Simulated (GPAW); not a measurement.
# Zn7CoO8 (ZnO32 Co2 d6p14): which magnetic order is lowest

Does Zn7CoO8 (ZnO32 Co2 d6p14) prefer parallel or opposed moments, or none?

Method: PBE; plane waves with GPAW's PAW setups, scalar-relativistic, in GPAW 26.7.0.

### Step 1. The structure

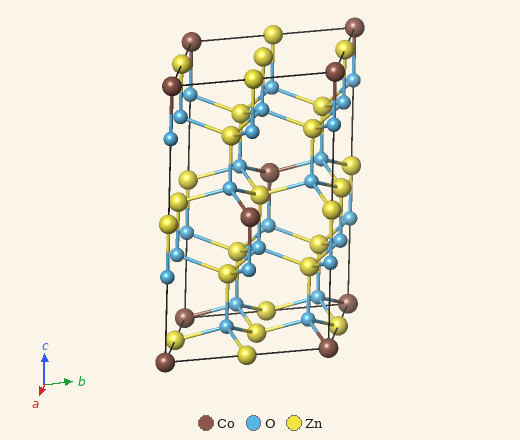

The cell as given, slightly off an axis (cobalt brown, oxygen blue, zinc yellow). Bonds to atoms that aren't drawn are left out. Some periodic images of atoms are drawn too.

The cell is a made-up one and need not be a known phase.

### Step 2. Run 1 (ferro ++)

The parallel start comes first: it fits the smallest cell, keeps the most symmetry and shows whether parallel moments form.

Contents of order1.py:

```python
import json
import numpy as np
from ase import Atoms
from ase.parallel import paropen, parprint
from gpaw import GPAW

atoms = Atoms(['Co', 'O', 'Zn', 'O', 'Zn', 'O', 'Zn', 'O', 'Zn', 'O', 'Zn', 'O', 'Co', 'O', 'Zn', 'O', 'Zn', 'O', 'Zn', 'O', 'Zn', 'O', 'Zn', 'O', 'Zn', 'O', 'Zn', 'O', 'Zn', 'O', 'Zn', 'O'],
    cell=[[6.5, 0.0, 0.0],
         [-3.25, 5.629165, 0.0],
         [0.0, 0.0, 10.414]],
    scaled_positions=[[0.0, 0.0, 0.0],
         [0.166667, 0.333333, 0.059],
         [0.166667, 0.333333, 0.25],
         [0.0, 0.0, 0.309],
         [0.0, 0.0, 0.5],
         [0.166667, 0.333333, 0.559],
         [0.166667, 0.333333, 0.75],
         [0.0, 0.0, 0.809],
         [0.0, 0.5, 0.0],
         [0.166667, 0.833333, 0.059],
         [0.166667, 0.833333, 0.25],
         [0.0, 0.5, 0.309],
         [0.0, 0.5, 0.5],
         [0.166667, 0.833333, 0.559],
         [0.166667, 0.833333, 0.75],
         [0.0, 0.5, 0.809],
         [0.5, 0.0, 0.0],
         [0.666667, 0.333333, 0.059],
         [0.666667, 0.333333, 0.25],
         [0.5, 0.0, 0.309],
         [0.5, 0.0, 0.5],
         [0.666667, 0.333333, 0.559],
         [0.666667, 0.333333, 0.75],
         [0.5, 0.0, 0.809],
         [0.5, 0.5, 0.0],
         [0.666667, 0.833333, 0.059],
         [0.666667, 0.833333, 0.25],
         [0.5, 0.5, 0.309],
         [0.5, 0.5, 0.5],
         [0.666667, 0.833333, 0.559],
         [0.666667, 0.833333, 0.75],
         [0.5, 0.5, 0.809]],
    pbc=True,
    magmoms=[3.0, 0.0, 0.0, 0.0, 0.0, 0.0, 0.0, 0.0, 0.0, 0.0, 0.0, 0.0, 3.0, 0.0, 0.0, 0.0, 0.0, 0.0, 0.0, 0.0, 0.0, 0.0, 0.0, 0.0, 0.0, 0.0, 0.0, 0.0, 0.0, 0.0, 0.0, 0.0])
atoms.calc = GPAW(mode={'name': 'pw', 'ecut': 600},
    xc='PBE',
    kpts={'size': (5, 5, 3), 'gamma': True},
    occupations={'name': 'fermi-dirac', 'width': 0.05},
    convergence={'density': 1e-05, 'energy': 1e-05},
    maxiter=200,
    mixer={'name': 'pulay', 'beta': 0.05, 'nmaxold': 6, 'weight': 50},
    symmetry={'tolerance': 1e-4},
    txt='order1.txt')
e = atoms.get_potential_energy(force_consistent=True)
res = {'free_energy': e, 'energy_sigma0': atoms.get_potential_energy(), 'fermi_energy': atoms.calc.get_fermi_level()}
res['moments'] = atoms.get_magnetic_moments().tolist()
res['total'] = atoms.get_magnetic_moment()
parprint('site moments (muB):', np.round(res['moments'], 3))
parprint(f"total moment: {res['total']:.3f} muB")
parprint(f'free energy: {e:.6f} eV')
atoms.calc.write('order1.gpw')
with paropen('results.json', 'w') as f:
    json.dump(res, f)
```

Run with:

```sh
OMP_NUM_THREADS=1 mpirun -n 8 gpaw python order1.py > order1.log
```

Log:

```text
site moments (muB): [2.451e+00 5.900e-02 6.000e-03 0.000e+00 8.000e-03 5.900e-02 6.000e-03
 5.300e-02 8.000e-03 5.900e-02 6.000e-03 5.300e-02 2.451e+00 5.900e-02
 6.000e-03 0.000e+00 8.000e-03 1.000e-03 3.000e-03 1.000e-03 8.000e-03
 5.800e-02 3.000e-03 1.000e-03 8.000e-03 5.800e-02 3.000e-03 1.000e-03
 8.000e-03 1.000e-03 3.000e-03 1.000e-03]
total moment: 6.074 muB
free energy: -157.283633 eV

--- order1.txt ---
Input parameters:
  mode=PW(ecut=600),
  convergence={'density': 1e-05, 'energy': 1e-05},
  kpts=MonkhorstPack(size=(5, 5, 3), gamma=True),
  maxiter=200,
  mixer=Pulay(name='pulay', nmaxold=6, beta=0.05, weight=50, sigma=0.015, g_ss=None),
  occupations=Occupations(name='fermi-dirac', width=0.05),
  symmetry=Symmetry(tolerance=0.0001),
  xc=XC(name='PBE')

Diagonalizing LCAO Hamiltonian
Converting LCAO to pw mode

          Zn      Zn
         O       O
           OZn     OZn
          O       O
            O       O
         Co      Zn
           Zn      Zn
         OZn     OZn
            Zn      Zn
          OO      OO

         Zn O    Zn O
           Co      Zn

Atoms  # Å, Bohr magnetons
|    | symbol |         x |        y |        z |    initial magnetic moments |
|----|--------|-----------|----------|----------|-----------------------------|
|  0 |     Co |  0.000000 | 0.000000 | 0.000000 | ( 0.0000,  0.0000,  3.0000) |
|  1 |      O |  0.000003 | 1.876386 | 0.614426 | ( 0.0000,  0.0000,  0.0000) |
|  2 |     Zn |  0.000003 | 1.876386 | 2.603500 | ( 0.0000,  0.0000,  0.0000) |
|  3 |      O |  0.000000 | 0.000000 | 3.217926 | ( 0.0000,  0.0000,  0.0000) |
|  4 |     Zn |  0.000000 | 0.000000 | 5.207000 | ( 0.0000,  0.0000,  0.0000) |
|  5 |      O |  0.000003 | 1.876386 | 5.821426 | ( 0.0000,  0.0000,  0.0000) |
|  6 |     Zn |  0.000003 | 1.876386 | 7.810500 | ( 0.0000,  0.0000,  0.0000) |
|  7 |      O |  0.000000 | 0.000000 | 8.424926 | ( 0.0000,  0.0000,  0.0000) |
|  8 |     Zn | -1.625000 | 2.814583 | 0.000000 | ( 0.0000,  0.0000,  0.0000) |
|  9 |      O | -1.624997 | 4.690969 | 0.614426 | ( 0.0000,  0.0000,  0.0000) |
| 10 |     Zn | -1.624997 | 4.690969 | 2.603500 | ( 0.0000,  0.0000,  0.0000) |
| 11 |      O | -1.625000 | 2.814583 | 3.217926 | ( 0.0000,  0.0000,  0.0000) |
| 12 |     Co | -1.625000 | 2.814583 | 5.207000 | ( 0.0000,  0.0000,  3.0000) |
| 13 |      O | -1.624997 | 4.690969 | 5.821426 | ( 0.0000,  0.0000,  0.0000) |
| 14 |     Zn | -1.624997 | 4.690969 | 7.810500 | ( 0.0000,  0.0000,  0.0000) |
| 15 |      O | -1.625000 | 2.814583 | 8.424926 | ( 0.0000,  0.0000,  0.0000) |
| 16 |     Zn |  3.250000 | 0.000000 | 0.000000 | ( 0.0000,  0.0000,  0.0000) |
| 17 |      O |  3.250003 | 1.876386 | 0.614426 | ( 0.0000,  0.0000,  0.0000) |
| 18 |     Zn |  3.250003 | 1.876386 | 2.603500 | ( 0.0000,  0.0000,  0.0000) |
| 19 |      O |  3.250000 | 0.000000 | 3.217926 | ( 0.0000,  0.0000,  0.0000) |
| 20 |     Zn |  3.250000 | 0.000000 | 5.207000 | ( 0.0000,  0.0000,  0.0000) |
| 21 |      O |  3.250003 | 1.876386 | 5.821426 | ( 0.0000,  0.0000,  0.0000) |
| 22 |     Zn |  3.250003 | 1.876386 | 7.810500 | ( 0.0000,  0.0000,  0.0000) |
| 23 |      O |  3.250000 | 0.000000 | 8.424926 | ( 0.0000,  0.0000,  0.0000) |
| 24 |     Zn |  1.625000 | 2.814583 | 0.000000 | ( 0.0000,  0.0000,  0.0000) |
| 25 |      O |  1.625003 | 4.690969 | 0.614426 | ( 0.0000,  0.0000,  0.0000) |
| 26 |     Zn |  1.625003 | 4.690969 | 2.603500 | ( 0.0000,  0.0000,  0.0000) |
| 27 |      O |  1.625000 | 2.814583 | 3.217926 | ( 0.0000,  0.0000,  0.0000) |
| 28 |     Zn |  1.625000 | 2.814583 | 5.207000 | ( 0.0000,  0.0000,  0.0000) |
| 29 |      O |  1.625003 | 4.690969 | 5.821426 | ( 0.0000,  0.0000,  0.0000) |
| 30 |     Zn |  1.625003 | 4.690969 | 7.810500 | ( 0.0000,  0.0000,  0.0000) |
| 31 |      O |  1.625000 | 2.814583 | 8.424926 | ( 0.0000,  0.0000,  0.0000) |

Unit cell  # Å
| periodic |         x |        y |         z |   lengths |     angles |
|----------|-----------|----------|-----------|-----------|------------|
|      yes |  6.500000 | 0.000000 |  0.000000 |  6.500000 |  90.000000 |
|      yes | -3.250000 | 5.629165 |  0.000000 |  6.500000 |  90.000000 |
|      yes |  0.000000 | 0.000000 | 10.414000 | 10.414000 | 120.000001 |

Number of symmetries: 2

BZ-sampling:
  Number of BZ points: 75
  Number of IBZ points: 24

  Monkhorst-Pack size: [5, 5, 3]
  Monkhorst-Pack shift: [0, 0, 0]

K-points  # in reciprocal-cell coordinates
|     |                                coordinates |     weight |
|-----|--------------------------------------------|------------|
|   0 | (  0.00000000,   0.00000000,   0.00000000) | 0.01333333 |
|   1 | (  0.00000000,   0.00000000,   0.33333333) | 0.02666667 |
|   2 | (  0.20000000,  -0.40000000,   0.00000000) | 0.02666667 |
|   3 | (  0.20000000,  -0.40000000,   0.33333333) | 0.05333333 |
|   4 | (  0.20000000,  -0.20000000,  -0.33333333) | 0.05333333 |
|   5 | (  0.20000000,  -0.20000000,   0.00000000) | 0.05333333 |
|   6 | (  0.20000000,  -0.20000000,   0.33333333) | 0.05333333 |
|   7 | (  0.20000000,   0.00000000,  -0.33333333) | 0.02666667 |
|   8 | (  0.20000000,   0.00000000,   0.00000000) | 0.02666667 |
|   9 | (  0.20000000,   0.00000000,   0.33333333) | 0.02666667 |
| ... |                                            |            |
|  23 | (  0.40000000,   0.40000000,   0.33333333) | 0.05333333 |

Plane wave coefficients: 12735
Cutoff: 600.0 eV

Spin-components: 2 (collinear spins)
Bands:           177
Projectors:      176
Spin-degeneracy: 1
Datatype:        complex128

Parallelization:
  kpt:    8
  domain: 1
  band:   1

Density:
  Valence electrons: 282.0
  Components: 2
  Grid points: [40 40 60]
  Charge: 0.0  # |e|

Potential:
  Grid points: [40 40 60]

species:
  Co:
    name:    Cobalt
    Z:       27.0
    valence: 9
    core:    18
    charge:  0.0  # [|e|]
    compensation charges:
      type: gauss
      rc: 0.32  # [Å]
      lmax: 2
    cutoffs:
      filter: 1.87  # [Å]
      core: 2.55  # [Å]
    projectors
    | kind |    occ | energy [eV] | rcut [Å] |
    |------|--------|-------------|----------|
    |   4s |  2.000 |      -5.469 |    1.005 |
    |   4p |  0.000 |      -1.277 |    1.058 |
    |   3d |  7.000 |      -8.205 |    1.005 |
    |    s |        |      21.742 |    1.005 |
    |    p |        |      25.934 |    1.058 |
    |    d |        |      19.007 |    1.005 |

    Using partial waves for Co as LCAO basis

  O:
    name:    Oxygen
    Z:       8.0
    valence: 6
    core:    2
    charge:  0.0  # [|e|]
    compensation charges:
      type: gauss
      rc: 0.21  # [Å]
      lmax: 2
    cutoffs:
      filter: 1.17  # [Å]
      core: 0.83  # [Å]
    projectors
    | kind |    occ | energy [eV] | rcut [Å] |
    |------|--------|-------------|----------|
    |   2s |  2.000 |     -23.961 |    0.688 |
    |   2p |  4.000 |      -9.029 |    0.598 |
    |    s |        |       3.251 |    0.688 |
    |    p |        |      18.182 |    0.598 |
    |    d |        |       0.000 |    0.619 |

    Using partial waves for O as LCAO basis

  Zn:
    name:    Zinc
    Z:       30.0
    valence: 12
    core:    18
    charge:  0.0  # [|e|]
    compensation charges:
      type: gauss
      rc: 0.37  # [Å]
      lmax: 2
    cutoffs:
      filter: 2.14  # [Å]
      core: 2.28  # [Å]
    projectors
    | kind |    occ | energy [eV] | rcut [Å] |
    |------|--------|-------------|----------|
    |   4s |  2.000 |      -5.977 |    1.286 |
    |   4p |  0.000 |      -1.117 |    1.270 |
    |   3d | 10.000 |     -10.142 |    1.180 |
    |    s |        |      21.234 |    1.286 |
    |    p |        |      26.095 |    1.270 |
    |    d |        |      17.070 |    1.180 |

    Using partial waves for Zn as LCAO basis

Reference energy: -792517.629771  # eV

eigensolver:
  PPCG
  Converge bands: occupied
  niter=2

density mixing:
  Pulay-Mixer
  Linear mixing parameters: 0.05
  Old densities: 6
  Fourier metric: weight=50, sigma=0.015

occupation numbers:
  Fermi-Dirac:
    width: 0.0500  # eV

poisson solver:
  ecut: 4800.0  # eV

xc functional:
  name: PBE with 2 nearest neighbor stencil

convergence criteria:
- Maximum integral of absolute [dens]ity change: 1e-05 electrons / valence electron
- Maximum [total energy] change in last 3 cyles: 1e-05 eV / valence electron
- Maximum integral of absolute [eigenst]ate change: 4e-08 eV^2 / valence electron
maximum number of iterations: 200

SCF iterations
|iter     |      energy | eigst |  dens |  magmom |
|---------|-------------|-------|-------|---------|
|iter:   1|       0s | -179.533708 | +0.88 |       |  +6.0024|
|iter:   2|      35s | -173.124390 | -0.13 | -0.95 |  +6.0032|
|iter:   3|      71s | -156.666745 | +0.70 | -1.00 |  +6.0109|
|iter:   4|     106s | -157.114628 | -0.13 | -1.40 |  +6.0247|
|iter:   5|     141s | -157.320196 | -1.04 | -1.44 |  +6.0831|
|iter:   6|     176s | -157.210911 | -1.29 | -1.75 |  +6.0972|
|iter:   7|     212s | -157.267080 | -1.30 | -1.92 |  +6.1325|
|iter:   8|     246s | -157.261071 | -1.91 | -2.13 |  +6.1353|
|iter:   9|     281s | -157.302102 | -1.43 | -2.19 |  +6.1352|
|iter:  10|     316s | -157.261216 | -1.83 | -2.43 |  +6.1300|
[... 11 iterations left out ...]
|iter:  22|     737s | -157.270592c| -6.01 | -4.20 |  +6.0743|
|iter:  23|     771s | -157.270588c| -6.38 | -4.34 |  +6.0741|
|iter:  24|     805s | -157.270559c| -6.72 | -4.46 |  +6.0742|
|iter:  25|     838s | -157.270557c| -7.32 | -4.49 |  +6.0743|
|iter:  26|     855s | -157.270558c| -7.46c| -4.52 |  +6.0743|
|iter:  27|     888s | -157.270570c| -6.75 | -4.55 |  +6.0740|
|iter:  28|     921s | -157.270567c| -7.14 | -4.68 |  +6.0736|
|iter:  29|     955s | -157.270575c| -7.24 | -4.77 |  +6.0733|
|iter:  30|     988s | -157.270570c| -7.42c| -4.90 |  +6.0735|
|iter:  31|    1005s | -157.270568c| -7.47c| -5.03c|  +6.0735|

Converged in 31 steps
Energy contributions relative to reference atoms: (reference = -792517.629771)

Energy contributions:
  Kinetic:         348.550026
  Coulomb:        -303.567600
  Zero:              1.880151
  External:          0.000000
  Xc:             -204.120082
  Entropy:          -0.026128
  Spinorbit:         0.000000
  ----------------------------
  Free energy:    -157.283633
  Extrapolated:   -157.270568

dipole moment: (-82.058510, -101.871041, -98.350245)  # |e|*Ang

Total magnetic moment: (0.000000, 0.000000, 6.073541)

Local magnetic moments
|        x |        y |        z |
|----------|----------|----------|
| 0.000000 | 0.000000 | 2.450509 |  # Co   0
| 0.000000 | 0.000000 | 0.059255 |  # O    1
| 0.000000 | 0.000000 | 0.005540 |  # Zn   2
| 0.000000 | 0.000000 | 0.000055 |  # O    3
| 0.000000 | 0.000000 | 0.008016 |  # Zn   4
| 0.000000 | 0.000000 | 0.059255 |  # O    5
| 0.000000 | 0.000000 | 0.005540 |  # Zn   6
| 0.000000 | 0.000000 | 0.052892 |  # O    7
| 0.000000 | 0.000000 | 0.008016 |  # Zn   8
| 0.000000 | 0.000000 | 0.059255 |  # O    9
| 0.000000 | 0.000000 | 0.005540 |  # Zn  10
| 0.000000 | 0.000000 | 0.052892 |  # O   11
| 0.000000 | 0.000000 | 2.450509 |  # Co  12
| 0.000000 | 0.000000 | 0.059255 |  # O   13
| 0.000000 | 0.000000 | 0.005540 |  # Zn  14
| 0.000000 | 0.000000 | 0.000055 |  # O   15
[...]
| 0.000000 | 0.000000 | 0.002518 |  # Zn  22
| 0.000000 | 0.000000 | 0.001143 |  # O   23
| 0.000000 | 0.000000 | 0.008163 |  # Zn  24
| 0.000000 | 0.000000 | 0.057976 |  # O   25
| 0.000000 | 0.000000 | 0.002518 |  # Zn  26
| 0.000000 | 0.000000 | 0.001143 |  # O   27
| 0.000000 | 0.000000 | 0.008163 |  # Zn  28
| 0.000000 | 0.000000 | 0.001049 |  # O   29
| 0.000000 | 0.000000 | 0.003117 |  # Zn  30
| 0.000000 | 0.000000 | 0.001143 |  # O   31

Fermi level: 5.544
Eigenvalues  # (at kpt = [0.000, 0.000, 0.000])
| band index |      eig [eV] | occ [0-1] |      eig [eV] | occ [0-1] |
|------------|---------------|-----------|---------------|-----------|
|          0 |       -14.053 |     1.000 |       -13.987 |     1.000 |
|        ... |               |           |               |           |
|        134 |         3.920 |     1.000 |         4.976 |     1.000 |
|        135 |         4.013 |     1.000 |         5.250 |     0.997 |
|        136 |         4.091 |     1.000 |         5.298 |     0.993 |
|        137 |         4.121 |     1.000 |         5.321 |     0.989 |
|        138 |         4.177 |     1.000 |         5.364 |     0.974 |
|        139 |         4.457 |     1.000 |         6.618 |     0.000 |
|        140 |         4.489 |     1.000 |         6.905 |     0.000 |
|        141 |         4.491 |     1.000 |         6.912 |     0.000 |
|        142 |         4.586 |     1.000 |         6.921 |     0.000 |
|        143 |         4.606 |     1.000 |         6.934 |     0.000 |
|        144 |         4.897 |     1.000 |         6.955 |     0.000 |
|        145 |         7.465 |     0.000 |         7.512 |     0.000 |
|        146 |         7.614 |     0.000 |         7.805 |     0.000 |
|        147 |         9.315 |     0.000 |         9.345 |     0.000 |
|        148 |         9.750 |     0.000 |         9.755 |     0.000 |
|        149 |         9.790 |     0.000 |         9.836 |     0.000 |
|        ... |               |           |               |           |
|        176 |        14.681 |     0.000 |        14.756 |     0.000 |

No gap
No difference between direct/indirect transitions
```

Wall time 18 min (8 MPI ranks of Intel Xeon Platinum 8223CL at 3.00GHz (Skylake/Cascade Lake), shared host); peak memory 6.1 GiB; 2.4 h of CPU time.

Spin moment in the augmentation sphere by element, in μB:

```csv
element,atoms,mean,spread (r.m.s.),least,largest
Co,2,2.45,0.00,2.45,2.45
O,16,0.03,0.03,0.00,0.06
Zn,14,0.01,0.00,0.00,0.01
```

The atoms farthest from the mean of their element:

| atom | x, y, z (Å) | spin moment in the augmentation sphere (μB) |
| --- | --- | --- |
| O2 | 0.00, 1.88, 0.61 | 0.06 |
| O6 | 0.00, 1.88, 5.82 | 0.06 |
| O14 | -1.62, 4.69, 5.82 | 0.06 |
| O10 | -1.62, 4.69, 0.61 | 0.06 |
| O4 | 0.00, 0.00, 3.22 | 0.00 |
| O16 | -1.62, 2.81, 8.42 | 0.00 |
| O26 | 1.63, 4.69, 0.61 | 0.06 |
| O22 | 3.25, 1.88, 5.82 | 0.06 |

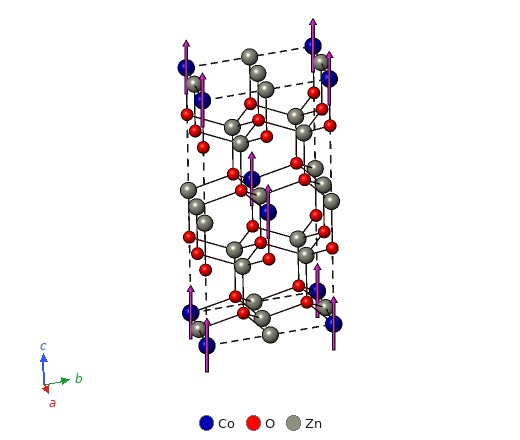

Spin moment in the augmentation sphere as arrows, the longest 2.45 μB. Up and down stand for the sign. Arrows give size and sign along the axis of quantisation, drawn up and down the page. Bonds to atoms that aren't drawn are left out. Some periodic images of atoms are drawn too.

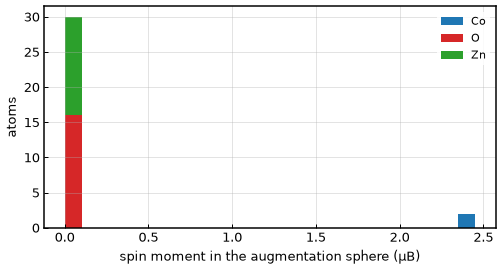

Spin moment in the augmentation sphere as a stacked histogram.

Numbers from this step:

* magnetization: 6.074 μB
* final state: ferromagnetic

After 31 cycles the largest moment stands at 2.45 μB.

[end of part 1 of 2]

[Logs and program files are shortened in this print: banners, set-up blocks, solver, clock and traceback lines can be left out without a mark of their own.]

[Logs are printed without paths, hosts, clocks, repeated set-up lines and the standing remarks that a program may print on its own settings, such as how far it seeks lower states.]

[Hosts, paths, dates, database ids (printed as entryN), source tags and the programs' standing remarks are cut or masked in the printed files.]

[Where a cell is said to come from a database of computed structures, the database is the Materials Project.]
